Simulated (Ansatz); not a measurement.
**InP (F-43m): a many-body input that goes wrong, and its mend**

What is wrong with this input for InP (F-43m)?

Calculated with Ansatz 0.2.0; G0W0 on PBE, plane waves, PAW; PAW set soft_1.

**1. Starting point**

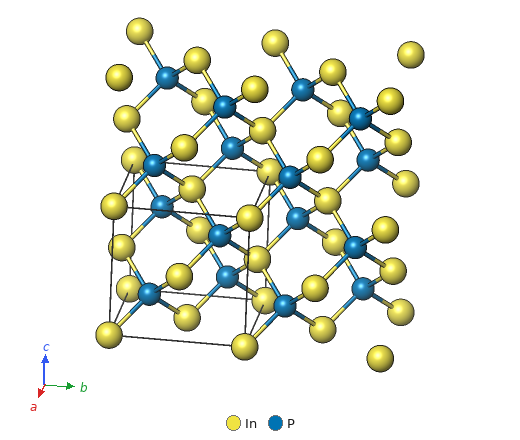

Start, viewed slightly off an axis; indium yellow, phosphorus blue. 1×2×2 cells are drawn. This picture shows the conventional cell, with its axes. Bonds to atoms that aren't drawn are left out. Some periodic images of atoms are drawn too.

The cell and positions come from the Crystallography Open Database and are kept as given unless a step says otherwise.

**2. First try**

Contents of input.yaml:

```yaml
crystal:
  lattice:
    - [0.0, 2.93435, 2.93435]
    - [2.93435, 0.0, 2.93435]
    - [2.93435, 2.93435, 0.0]
  atoms:
    - { symbol: In, position: [0.0, 0.0, 0.0] }
    - { symbol: P, position: [0.25, 0.25, 0.25] }
kpoints:
  mp_grid: { grid: [1, 1, 1] }
hamiltonian:
  xc: pbe
  pseudopotentials: { kind: paw, azcp: { folder: soft_1 } }
scf:
  occupations: { method: fixed }
gw:
  n_empty_bands: 82
  ecut_chi: 80
  qp_bands: [v2, c2]
  qp_kpoints: band_edges
  screening: { model: contour_deformation }
```

The run is started by

```
$ ansatz run input.yaml --threads 3 --pin off --max-ram 92160MiB --backend cuda --events-out ev --progress --plain --runs-dir out --devices 1 --max-vram 13GiB
```

Numbers of over 12 decimals in the logs are rounded to 6 here.

What it wrote:

```text
GPUs: using 1 of 1 available (devices: 1).
Engine: ansatz 0.2.0, x86_64-unknown-linux-gnu
Pseudopotentials: kind: paw
Pseudopotential: In, paw, valence charge 13, recommended cutoff 420 eV (normal), soft_1/In.paw.azcp
Pseudopotential: P, paw, valence charge 5, recommended cutoff 420 eV (normal), soft_1/P.paw.azcp
Functional definition: PBE
  parameter kappa = 0.804
  parameter beta = 0.066725
  exchange = pbe_x(kappa = kappa, mu = beta*pi^2/3)
  correlation = pbe_c(beta = beta)
device memory: the entry about to start is reckoned to put 0.4 GiB on a device that reports 34.2 GiB free (of which the cap on the GPU budget leaves the run 13.0 GiB)
GPU FFT provider: cuFFT
GPU libraries: cuBLAS 13.8.2, cuFFT 12.4.0, cuSOLVER 12.3.4
Crystal: 2 atoms, lattice volume = 50.532 Å³
Basis set: ecut = 420 eV, 965 PW (Γ)
Bands: 13, of which v1, the nominal top of the filled ones, is band 9 counted from 1 (8 counted from 0)
Symmetry: 24 space group operations
Space group: F-43m (ITA 216), of the structure as read, at distance tolerance 3.7e-5 Å
k-points: 1
Non-local potential: In, projectors of the file, l = 0: 2, l = 1: 2, l = 2: 2, l = 3: 1
Non-local potential: P, projectors of the file, l = 0: 2, l = 1: 2, l = 2: 1
PAW form: soft (Blöchl's): semilocal exchange-correlation on the pseudo side does not see the compensation charge
PAW one-centre angular grid: In, 590 points (default); XC on 64 Gauss nodes
PAW one-centre angular grid: P, 110 points (default); XC on 64 Gauss nodes
Initial density: superposition of atomic densities (chi_scale 0.1, normalization cell, long waves kept (reshape's long-wave potential 0.00 eV rms))
Initial wavefunctions: pseudopotential atomic-orbital guess
GPU buffer pool allocated for 27000 grid points (all kernels)
GPU transforms: local potential and band sums: pruned to the plane-wave sphere, on 25×25×25
Functional: x = pbe(κ = 0.804, μ = 0.219515), c = pbe(β = 0.066725)
SCF iter   1: F=—  HF=-6341.663205 eV  |F-HF|=—  |Δ(HF+E_count)|=         —  Δρ=9.31e-2  dr2=8.25e0  ethr=3.10e-3  ⟨swp⟩=5.0  Hψ=71  notcnv=0
preconditioner: auto → none  [insulator: Δε(μ)=0.973 eV  Ē_g=12.276 eV  n_scr=14 (ndim 8)  ℏωp=22.2 eV  f_vac=0.000  ε∞_Penn≈4.3]
SCF iter   2: F=—  HF=-6339.137987 eV  |F-HF|=—  |Δ(HF+E_count)|=    2.53e0  Δρ=4.47e-2  dr2=8.38e-1  ethr=3.10e-3  ⟨swp⟩=4.0  Hψ=40  notcnv=0
SCF iter   3: F=—  HF=-6339.032985 eV  |F-HF|=—  |Δ(HF+E_count)|=   1.05e-1  Δρ=1.71e-2  dr2=1.28e-1  ethr=3.10e-3  ⟨swp⟩=4.0  Hψ=27  notcnv=0
SCF iter   4: F=—  HF=-6339.043142 eV  |F-HF|=—  |Δ(HF+E_count)|=   1.02e-2  Δρ=7.30e-3  dr2=2.01e-2  ethr=7.10e-4  ⟨swp⟩=3.0  Hψ=23  notcnv=0
SCF iter   5: F=—  HF=-6339.043490 eV  |F-HF|=—  |Δ(HF+E_count)|=   3.48e-4  Δρ=1.19e-3  dr2=5.18e-4  ethr=1.11e-4  ⟨swp⟩=3.0  Hψ=26  notcnv=0
SCF iter   6: F=—  HF=-6339.043670 eV  |F-HF|=—  |Δ(HF+E_count)|=   1.79e-4  Δρ=1.58e-4  dr2=9.10e-6  ethr=2.88e-6  ⟨swp⟩=3.0  Hψ=26  notcnv=0
SCF iter   7: F=—  HF=-6339.043680 eV  |F-HF|=—  |Δ(HF+E_count)|=   1.05e-5  Δρ=1.42e-5  dr2=1.32e-7  ethr=5.06e-8  ⟨swp⟩=2.0  Hψ=17  notcnv=0
SCF iter   8: F=-6339.043680 eV  HF=-6339.043680 eV  |F-HF|=4.06e-9  |Δ(HF+E_count)|=   5.06e-8  Δρ=2.53e-6  dr2=6.56e-9  ethr=5.56e-10  ⟨swp⟩=5.0  Hψ=63  notcnv=0
SCF 1 converged in 8 iterations: F = -6339.043680 eV  dr2 = 6.56e-9
[...]
device memory: the entry about to start is reckoned to put 0.4 GiB on a device that reports 33.7 GiB free (of which the cap on the GPU budget leaves the run 13.0 GiB)
NSCF: frozen V_eff on 1 k-points
[...]
device memory: the entry about to start is reckoned to put 0.5 GiB on a device that reports 33.7 GiB free (of which the cap on the GPU budget leaves the run 13.0 GiB)
NSCF: frozen V_eff on 1 k-points
G₀W₀ screening: q 1/1
G₀W₀ self-energy: k 1/1
device memory: the entry about to start is reckoned to put 0.3 GiB on a device that reports 40.3 GiB free (of which the cap on the GPU budget leaves the run 13.0 GiB)
NSCF: frozen V_eff on 1 k-points
device memory: the entry about to start is reckoned to put 0.3 GiB on a device that reports 40.3 GiB free (of which the cap on the GPU budget leaves the run 13.0 GiB)
NSCF: frozen V_eff on 1 k-points
device memory: the entry about to start is reckoned to put 0.3 GiB on a device that reports 40.8 GiB free (of which the cap on the GPU budget leaves the run 13.0 GiB)
NSCF: frozen V_eff on 1 k-points
device memory: the entry about to start is reckoned to put 0.3 GiB on a device that reports 40.8 GiB free (of which the cap on the GPU budget leaves the run 13.0 GiB)
NSCF: frozen V_eff on 1 k-points
device memory: the entry about to start is reckoned to put 0.3 GiB on a device that reports 40.8 GiB free (of which the cap on the GPU budget leaves the run 13.0 GiB)
NSCF: frozen V_eff on 1 k-points
SCF converged after 8 iterations
Free energy (F): -6339.043680 eV
Harris-Foulkes:  -6339.043680 eV  (|F-HF|=4.06e-9)
Internal energy: -6339.043680 eV  (E = F + TS)
E sigma→0 (E₀):  -6339.043680 eV
Fermi energy:    8.493824 eV
--- Per-component energies (eV) ---
  E_band       = -30.868200
  E_kinetic    = 310.500934
  E_local      = -1346.471641  (includes V_loc(G=0)·N_el)
  E_nonlocal   = 363.402610
  E_hartree    = 544.028397
  E_xc         = -215.843628
  E_vxc        = -150.760893  (∫ρ·V_xc dr)
  E_paw        = -4775.553845  (= ΣΔE_a)
  E_vpaw       = -295.597513  (= ΣTr[D̂ρ^β])
  E_aug_tail   = 0.000153  (compensation charges beyond the density's cutoff)
  E_ewald      = -1219.106662
  E_smearing   = -0.000000  (= −TS)
  E_closure    = -0.000000  (closes the sum)
  Σ components = -6339.043680   (vs F -6339.043680, Δ=0.00e0)
--- Band table (eV) ---
  k-point 0: bands = [... 5 lower, -3.2623, 8.4938, 8.4938, 8.4938, 8.7212, 11.5337, 11.5337, 11.5337]
--- G₀W₀: contour deformation, 8 samples at zero and on the imaginary axis and 1 off it, 1 q-point, 82 empty bands' worth ---
  eigenvalues of the whole cell's RPA ε∞ on this k-mesh (on a slab, of 1 + 4πα/V) = 8572.3502, 8572.3502, 8572.3502; static W/v taken at q = 0 is 0.000117
  bands read: the sum over 91 bands ends inside a degenerate multiplet in 1 slot, whose members it reads at an even weight; the widest, k=0: bands 91 to 93 (counted from 1) at 1/3 each
  gw.qp_kpoints: band_edges: 1 of 1 stored k-point solved, in 1 pass; an edge of the gap read off the rows below is read off those points alone
    ik  band        ε_KS         Σx   Σc(E_QP)       V_xc       Z   E_QP_lin       E_QP  E_QP is
     0     8      8.4938   -19.9394     4.7932   -14.9436  0.7594     8.2934     8.2912  root
     0     9      8.4938   -19.9394     4.7932   -14.9436  0.7594     8.2934     8.2912  root
     0    10      8.7212    -8.0492    -6.1657   -14.1645  0.6810     8.6704     8.6709  root
     0    11     11.5337    -5.2239    -6.6231   -11.2054  0.8373    10.8967    10.8920  root
```

It took 8.1 s on 1 × NVIDIA H100 80GB HBM3 (shared by 6 runs) with 3 threads of AMD EPYC 7R13 (Zen 3), shared host; peak memory 1 GiB.

The column dr2 measures how far the density is from self-consistency, as an energy; F and HF (Harris–Foulkes) agree once it is small.

**Diagnosis.**

The run ended normally, though the input holds a fault or crude settings.

The fault: G0W0 on a mesh far too coarse. So few points can't sample the density or the screening, and the band edges may lie elsewhere in the zone.

It printed a gap of 0.38 eV, which is an artefact of the settings.

**3. A better input**

Now the one-shot GW correction: screening in the RPA, then the self-energy of the levels asked for. This step takes PAW set soft_1 files.

input.yaml: that of step 2 with these lines changed.

```diff
@@ -9,3 +9,3 @@
 kpoints:
-  mp_grid: { grid: [1, 1, 1] }
+  mp_grid: { grid: [4, 4, 4] }
 hamiltonian:
@@ -16,4 +16,4 @@
 gw:
-  n_empty_bands: 82
-  ecut_chi: 80
+  n_empty_bands: 150
+  ecut_chi: 120
   qp_bands: [v2, c2]
```

What it wrote:

```text
GPUs: using 1 of 1 available (devices: 1).
[...]
GPU FFT provider: cuFFT
GPU libraries: cuBLAS 13.8.2, cuFFT 12.4.0, cuSOLVER 12.3.4
Crystal: 2 atoms, lattice volume = 50.532 Å³
Basis set: ecut = 420 eV, 965 PW (Γ)
Bands: 13, of which v1, the nominal top of the filled ones, is band 9 counted from 1 (8 counted from 0)
[... 1 set-up line as in the run before ...]
[...]
k-points: 8 of 64 (time reversal used)
[...]
GPU buffer pool allocated for 27000 grid points (all kernels)
[...]
SCF iter   1: F=—  HF=-6354.195331 eV  |F-HF|=—  |Δ(HF+E_count)|=         —  Δρ=3.59e-2  dr2=9.60e-1  ethr=3.10e-3  ⟨swp⟩=5.0  Hψ=565  notcnv=0  defer=11
[...]
SCF iter   7: F=-6353.944518 eV  HF=-6353.944518 eV  |F-HF|=1.76e-9  |Δ(HF+E_count)|=   8.17e-8  Δρ=2.67e-6  dr2=3.45e-9  ethr=5.56e-10  ⟨swp⟩=6.1  Hψ=511  notcnv=0
SCF 1 converged in 7 iterations: F = -6353.944518 eV  dr2 = 3.45e-9
[...]
0     8      7.0244   -16.9005     1.4222   -15.0680  0.7331     6.6051     6.6141  root
     0     9      7.0244   -16.9005     1.4222   -15.0680  0.7331     6.6051     6.6141  root
     0    10      7.7032    -9.9811    -4.0022   -14.0723  0.7533     7.7926     7.7923  root
     0    11     11.0824    -7.0394    -4.4189   -11.5529  0.7453    11.1774    11.1770  root
     1     8      6.4669   -16.4446     1.5758   -14.4281  0.7310     6.0150     6.0262  root
     1     9      6.4669   -16.4446     1.5758   -14.4281  0.7310     6.0150     6.0262  root
     1    10      8.7915    -8.8168    -4.1024   -12.9997  0.7523     8.8723     8.8721  root
     1    11     11.7822    -7.0653    -4.6248   -11.7924  0.7407    11.8849    11.8845  root
[...]
7     8      4.0771   -15.3071     2.4184   -12.3513  0.6999     3.5199     3.5395  root
     7     9      4.1163   -14.6256     2.2815   -11.8208  0.7029     3.5715     3.5929  root
     7    10     11.2988    -6.9539    -4.3167   -11.2150  0.7400    11.2432    11.2430  root
     7    11     11.3753    -9.0184    -4.9426   -14.1990  0.7165    11.6160    11.6133  root
[key lines of the parts left out:]
SCF converged after 7 iterations
Free energy (F): -6353.944518 eV
Fermi energy:    7.024351 eV
```

Run time: 11 s. Hardware: 1 × NVIDIA H100 80GB HBM3 (shared by 6 runs) with 3 threads; peak memory 1.1 GiB.

Numbers from this step:

```yaml
bands_summed: 159
rpa_eps_infinity_on_this_mesh_eigenvalues: 47.15, 47.15, 47.15
plane_waves_in_the_screening_matrix: 169
q_points_in_the_mesh: 64
g0w0_gap_on_the_mesh: 1.178 eV
k_of_the_valence_top: 0, 0, 0
k_of_the_conduction_bottom: 0, 0, 0
starting_gap_on_the_mesh: 0.6788 eV
z_at_the_valence_top: 0.7331
z_at_the_conduction_bottom: 0.7533
least_direct_g0w0_gap_on_the_computed_points: 1.178 eV
```

The gap on the mesh goes from 0.68 eV to 1.18 eV, a correction of +0.50 eV. Between the two edge states, bare exchange in place of the xc potential would open the gap by 5.92 eV, and correlation takes back 5.42 eV.

**4. What came out**

- first try: converged after 8.1 s
- better run: G0W0 gap on the mesh 1.18 eV (4×4×4 mesh, 150 empty bands, screening to 120 eV, PAW set soft_1 files)

In words: The second run differs in: mesh, empty bands and screening cutoff (eV). Bands and cutoff are finite, so the gap is not at the basis limit. The miss can reach some tenths of an eV and take either sign; the mesh is an error of its own. The 4×4×4 mesh is coarse for this cell (its supercell is 17 Å along the shortest edge). The RPA ε∞ on it, from the PBE start, is 47.15; such meshes misread the long-range screening, most where the gap is narrow. The RPA ε∞ on this mesh reaches over 25; with a narrow direct gap a coarse mesh can overstate it, and the correction is then too small. The many-body steps are scalar-relativistic: spin-orbit coupling is not in them.

[Paths, hosts, dates, memory and timing lines, banners, echoed tables and standing remarks are left out of the program output.]

[Logs are printed without paths, hosts, clocks, repeated set-up lines and the standing remarks that a program may print on its own settings, such as how far it seeks lower states.]

[Runs of the session that timed out or met a known fault of the program may be left out.]

[Cells called generated may have been cut or substituted from an entry of the Crystallography Open Database or the Materials Project.]

[Hosts, paths, dates, database ids (printed as entryN), source tags and the programs' standing remarks are cut or masked in the printed files.]
